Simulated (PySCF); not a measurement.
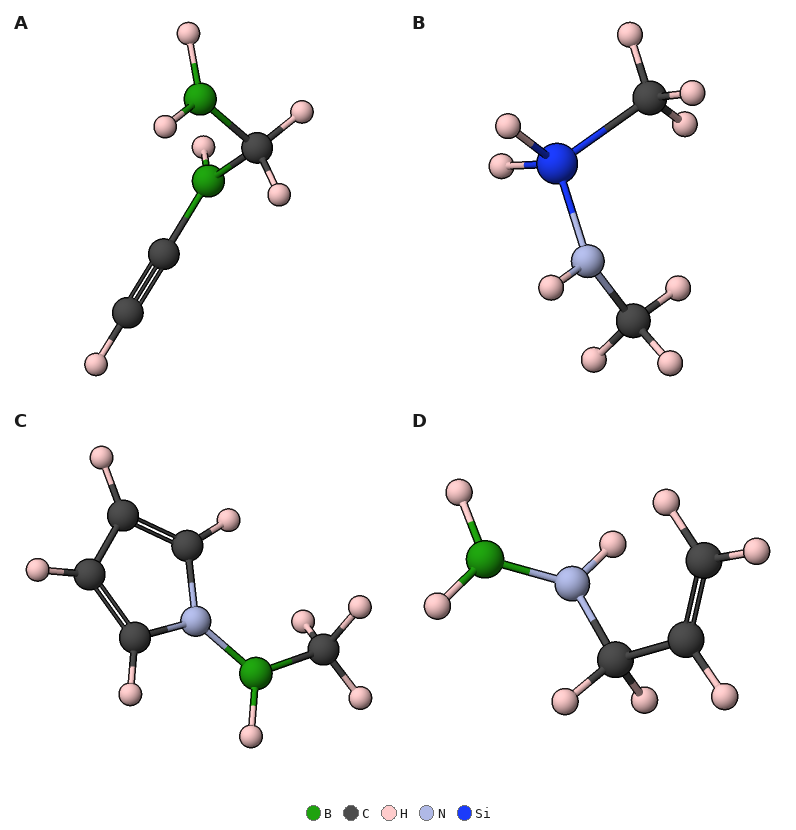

(Drawn from a calculation with PySCF.)

Match each picture to its SMILES.
(1) CBn1cccc1
(2) BNCC=C
(3) BCBC#C
(4) CN[SiH2]C

A is (3), B is (4), C is (1), D is (2).
